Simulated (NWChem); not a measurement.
# One shape, several levels: GeSiH3Cl3 (SMILES [SiH3][Ge]([Cl])([Cl])[Cl])

Aim: a comparison of 4 runs (HF/STO-3G, HF/3-21G, B3LYP/6-31G*) of GeSiH3Cl3. 

The results are computed with NWChem 7.3.0.

## Step 1: Starting point

GeSiH3Cl3: 8 atoms, total charge 0, spin state singlet. SMILES: `[SiH3][Ge]([Cl])([Cl])[Cl]`. The coordinates come from a PBE0-D4/def2-TZVP relaxation.

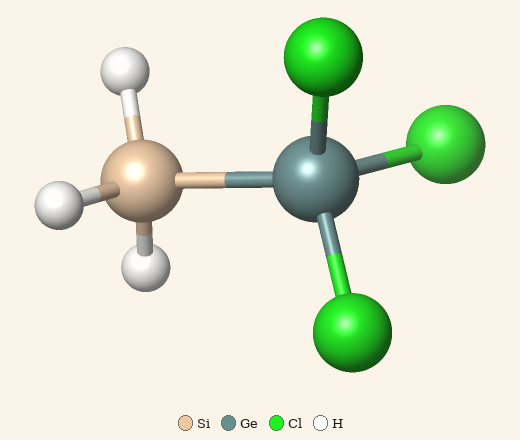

The structure, seen from a chosen angle (silicon light orange, germanium teal, chlorine green, hydrogen white).

## Step 2: Energy and gradient at HF/STO-3G (run 1)

cl3geh3si.nw reads:

```
start cl3geh3si
memory total 2200 mb
charge 0
geometry units atomic noautosym nocenter noautoz
  Si    -2.13293388    -0.27552207     1.23606986
  Ge     1.74005982     0.19483076    -1.01194834
  Cl     4.81351038    -1.63499104     0.88779333
  Cl     1.53370172    -1.39461788    -4.73111833
  Cl     2.76637007     4.08861144    -1.44488459
  H     -1.77294105     0.88117929     3.76036602
  H     -2.65808877    -3.01883748     1.42787706
  H     -4.11544555     1.05125464    -0.22960172
end
basis spherical bse
  * library STO-3G
end
scf
  thresh 1e-08
  maxiter 80
  print low
end
task scf gradient
```

Started as:

```console
nwchem cl3geh3si.nw > cl3geh3si.out
```

Log:

```text
[...]
  functions       =    57
[...]
  wavefunction    = RHF
[...]
         Total SCF energy =  -3703.047177767352
      One-electron energy =  -6739.054606789765
      Two-electron energy =   2249.108169417209
 Nuclear repulsion energy =    786.899259605204
        Time for solution =      5.2s
[...]
                         RHF ENERGY GRADIENTS
    atom               coordinates                        gradient
                 x          y          z           x          y          z
   1 Si     -2.132934  -0.275522   1.236070    0.011925   0.001400  -0.007018
   2 Ge      1.740060   0.194831  -1.011948    0.012746   0.001554  -0.007437
   3 Cl      4.813510  -1.634991   0.887793   -0.001337  -0.000169   0.000789
   4 Cl      1.533702  -1.394618  -4.731118   -0.001300  -0.000150   0.000771
   5 Cl      2.766370   4.088611  -1.444885   -0.001341  -0.000172   0.000778
   6 H      -1.772941   0.881179   3.760366    0.005375   0.013329   0.028021
   7 H      -2.658089  -3.018837   1.427877   -0.004736  -0.031043   0.001477
   8 H      -4.115446   1.051255  -0.229602   -0.021332   0.015250  -0.017382
 Task  times  cpu:        7.3s     wall:        7.3s
 Total times  cpu:        7.3s     wall:        7.3s
```

Run time: 8.1 s. Hardware: 1 thread of Intel Xeon Platinum 8488C (Sapphire Rapids), shared host; peak memory 0.096 GiB.

## Step 3: Energy and gradient at HF/3-21G (run 2)

input.xyz reads:

```xyz
8
Cl3GeH3Si hf
Si    -1.128700    -0.145800     0.654100
Ge     0.920800     0.103100    -0.535500
Cl     2.547200    -0.865200     0.469800
Cl     0.811600    -0.738000    -2.503600
Cl     1.463900     2.163600    -0.764600
H     -0.938200     0.466300     1.989900
H     -1.406600    -1.597500     0.755600
H     -2.177800     0.556300    -0.121500
```

input.nw reads:

```
START input
TITLE "Cl3GeH3Si hf"
memory total 2200 mb

GEOMETRY noautosym nocenter noautoz
 load input.xyz
END

BASIS spherical bse
 * library 3-21G
END

SCF
 thresh 1e-08
 maxiter 80
 print low
END

TASK scf gradient
```

Started as:

```console
nwchem input.nw > input.out
```

Log:

```text
[...]
  functions       =    80
[...]
  wavefunction    = RHF
[...]
         Total SCF energy =  -3726.500175087206
      One-electron energy =  -6750.526000205009
      Two-electron energy =   2237.126509124935
 Nuclear repulsion energy =    786.899315992868
        Time for solution =      7.0s
[...]
                         RHF ENERGY GRADIENTS
    atom               coordinates                        gradient
                 x          y          z           x          y          z
   1 Si     -2.132934  -0.275522   1.236070    0.007048   0.000830  -0.004118
   2 Ge      1.740060   0.194831  -1.011948    0.021885   0.002675  -0.012695
   3 Cl      4.813510  -1.634991   0.887793   -0.021555   0.013002  -0.013598
   4 Cl      1.533702  -1.394618  -4.731118    0.001728   0.011311   0.026238
   5 Cl      2.766370   4.088611  -1.444884   -0.007043  -0.027596   0.002937
   6 H      -1.772941   0.881179   3.760366   -0.000326   0.000323   0.001089
   7 H      -2.658089  -3.018837   1.427877   -0.000631  -0.000914   0.000338
   8 H      -4.115445   1.051255  -0.229602   -0.001106   0.000369  -0.000191
 Task  times  cpu:        9.5s     wall:        9.5s
 Total times  cpu:        9.5s     wall:        9.5s
```

Run time: 10 s. Hardware: 1 thread of Intel Xeon Platinum 8488C (Sapphire Rapids), shared host; peak memory 0.099 GiB.

Run 3 isn't shown in full; the table further down has it.

## Step 4: Energy and gradient at B3LYP/6-31G(d) (Cartesian functions) (run 4)

calc.nw reads:

```
start calc
title "Cl3GeH3Si"
memory total 2200 mb
geometry units angstroms noautosym nocenter noautoz
Si      -1.128700      -0.145800       0.654100
Ge       0.920800       0.103100      -0.535500
Cl       2.547200      -0.865200       0.469800
Cl       0.811600      -0.738000      -2.503600
Cl       1.463900       2.163600      -0.764600
H       -0.938200       0.466300       1.989900
H       -1.406600      -1.597500       0.755600
H       -2.177800       0.556300      -0.121500
end
basis cartesian
* library 6-31G*
end
dft
xc b3lyp
grid fine
convergence energy 1e-08
maxiter 100
mulliken
noprint "final vectors analysis"
end
task dft gradient
```

Started as:

```console
nwchem calc.nw > calc.out
```

Log:

```text
[...]
          Wavefunction type:  closed shell.
          No. of atoms     :     8
          No. of electrons :   100
[...]
          Charge           :     0
          Spin multiplicity:     1
[...]
          AO basis - number of functions:   117
[...]
              XC Information
              --------------
                         B3LYP Method XC Potential
                     Hartree-Fock (Exact) Exchange  0.200
                        Slater Exchange Functional  0.800 local
                    Becke 1988 Exchange Functional  0.720 non-local
              Lee-Yang-Parr Correlation Functional  0.810
                  VWN I RPA Correlation Functional  0.190 local
[...]
 d= 0,ls=0.0,diis     1  -3748.6846605359 -4.54D+03  1.76D-02  1.77D+00     6.1
[...]
 d= 0,ls=0.0,diis     8  -3748.7910937552 -7.45D-09  6.34D-06  4.29D-07    36.4
         Total DFT energy =    -3748.791093755180
      One electron energy =    -6772.387342260255
           Coulomb energy =     2422.653140088787
    Exchange-Corr. energy =     -185.956207576581
 Nuclear repulsion energy =      786.899315992867
[...]
  wavefunction    = closed shell
[...]
```

Wall time 54 s (1 thread of Intel Xeon Platinum 8488C (Sapphire Rapids), shared host); peak memory 0.13 GiB.

## Step 5: Overview of the runs

```
run                               level  iteration cap  module   energy (Eh)  largest force (eV/Å)  wall time
  1                           HF/STO-3G             80     scf  -3703.047178                 1.619      8.1 s
  2                            HF/3-21G             80     scf  -3726.500175                 1.472       10 s
  3  B3LYP/6-31G* (spherical functions)            100     dft  -3748.774984                 0.657       54 s
  4  B3LYP/6-31G* (Cartesian functions)            100     dft  -3748.791094                 0.652       54 s
```

## Step 6: What came out

| quantity | value |
| --- | --- |
| run 4: total energy | -3748.79109 Eh |
| run 4: dipole moment | 3.18 D |
| run 4: largest force on an atom | 0.652 eV/Å |

In words: In run 1 the basis is minimal, so the values are rough. All runs together took 2.1 min, the longest 54 s.
